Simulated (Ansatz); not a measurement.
**BH3Cl− (SMILES [BH3-]Cl) at HSE06/STO-3G**

What is the vertical ionisation energy of BH3Cl− at HSE06/STO-3G? 

Program for the calculation: Ansatz 0.2.0.

3 further runs of the same task are left out: 3 that didn't finish.

## (1) The molecule

BH3Cl−: 5 atoms, total charge -1, spin state singlet. SMILES: `[BH3-]Cl`. The coordinates come from a GFN2-xTB relaxation.

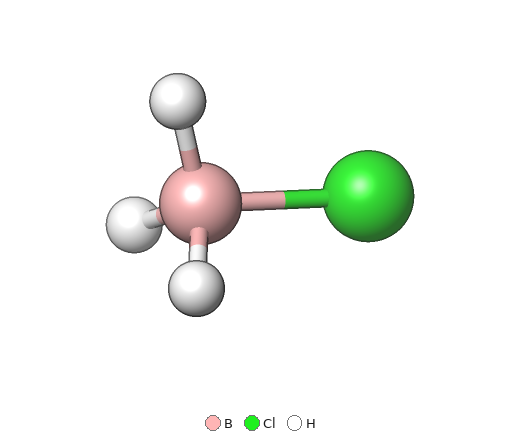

The structure, seen from a chosen angle (boron pink, chlorine green, hydrogen white).

## (2) The energy at HSE06/STO-3G

input.yaml

```yaml
crystal:
  periodic: [false, false, false]
  atoms:
    - {symbol: B, position_ang: [0.082390, -0.047870, 0.135930]}
    - {symbol: Cl, position_ang: [-0.845860, 0.496450, -1.396970]}
    - {symbol: H, position_ang: [1.223080, -0.254620, -0.203070]}
    - {symbol: H, position_ang: [-0.460100, -1.051350, 0.532730]}
    - {symbol: H, position_ang: [0.000500, 0.857390, 0.931390]}
basis:
  gaussian:
    orbitals: STO-3G
hamiltonian:
  xc: hse06
accuracy: high
total_charge: -1
```

The run is started by

```
$ ansatz run input.yaml --threads 1 --pin off --max-ram 2610MiB --events-out events.jsonl --progress --plain --runs-dir runs
```

Log:

```text
Warning: RAYON_NUM_THREADS=1 ignored (pool sized by the plan → 1); use --threads N
Functional definition: HSE06
  name "HSE06"
  parameter a = 0.25
  parameter omega = 0.11/bohr
  exchange = pbe_x - a*pbe_x_sr(omega) + a*exact_x_sr(omega)
  correlation = pbe_c
282 factors; integrals over basis functions are off by at most 6.2e-9 eV
56 factors; integrals over basis functions are off by at most 1.1e-9 eV
mean field evaluation 1: about -13097.3161 eV, gradient 1.1e1 eV
mean field evaluation 2: about -13097.5512 eV, gradient 7.3e0 eV
mean field evaluation 4: about -13097.7275 eV, gradient 4.7e-2 eV
mean field evaluation 8: about -13097.7060 eV, gradient 3.4e-4 eV
mean field -13097.70596743 eV, -481.3318163590 hartree, gradient 2.6e-8 eV, S^2 0.000000; 0 other end points of the search recorded, 0 dependent functions left out
reference -13097.70596902 eV, -481.3318164176 hartree; 13, 13 occupied and 4, 4 virtual orbitals, 282 factors
Total energy: -13097.70596902 eV, -481.3318164176 hartree
```

Wall time 1.1 s (1 thread of Arm Neoverse V1, shared host); peak memory 0.091 GiB.

## (3) Doublet neutral BH3Cl at the same level

in.yaml

```yaml
crystal:
  periodic: [false, false, false]
  atoms:
    - {symbol: B, position_ang: [0.082390, -0.047870, 0.135930]}
    - {symbol: Cl, position_ang: [-0.845860, 0.496450, -1.396970]}
    - {symbol: H, position_ang: [1.223080, -0.254620, -0.203070]}
    - {symbol: H, position_ang: [-0.460100, -1.051350, 0.532730]}
    - {symbol: H, position_ang: [0.000500, 0.857390, 0.931390]}
basis:
  gaussian: {orbitals: STO-3G}
magnetization: {spin_polarized: true, initial_magnetization: 1}
hamiltonian: {xc: {name: HSE06}}
accuracy: high
```

The run is started by

```
$ ansatz run in.yaml --threads 1 --pin off --max-ram 2610MiB --events-out events.jsonl --progress --plain --runs-dir runs
```

Log, cut to the lines that bear on the results:

```text
Warning: RAYON_NUM_THREADS=1 ignored (pool sized by the plan → 1); use --threads N
[... 6 set-up lines as earlier in the session ...]
282 factors; integrals over basis functions are off by at most 6.2e-9 eV
56 factors; integrals over basis functions are off by at most 1.1e-9 eV
mean field evaluation 1: about -13095.6505 eV, gradient 4.8e0 eV
mean field evaluation 2: about -13095.6178 eV, gradient 5.1e0 eV
mean field evaluation 4: about -13095.8539 eV, gradient 3.9e-1 eV
mean field evaluation 8: about -13095.8313 eV, gradient 3.1e-2 eV
mean field evaluation 16: about -13095.8372 eV, gradient 6.6e-2 eV
mean field evaluation 32: about -13095.8359 eV, gradient 7.5e-3 eV
mean field -13095.83728915 eV, -481.2631436989 hartree, gradient 4.5e-8 eV, S^2 0.751602; 3 other end points of the search recorded, 0 dependent functions left out
reference -13095.83729082 eV, -481.2631437603 hartree; 13, 12 occupied and 4, 5 virtual orbitals, 282 factors
Total energy: -13095.83729082 eV, -481.2631437603 hartree
```

It took 7.2 s on 1 thread of Arm Neoverse V1, shared host; peak memory 0.12 GiB.

## (4) What came out

At HSE06/STO-3G:

| quantity | value |
| --- | --- |
| singlet BH3Cl−: total energy | -481.33182 Eh |
| doublet neutral BH3Cl: total energy | -481.26314 Eh |
| doublet neutral BH3Cl: ⟨S²⟩ | 0.752 |
| vertical detachment energy (to the doublet neutral) | 1.869 eV |

**Reading.** Removing an electron at fixed nuclei costs 1.87 eV (180 kJ/mol). In a minimal basis such a difference can be off by several eV, whatever the method.
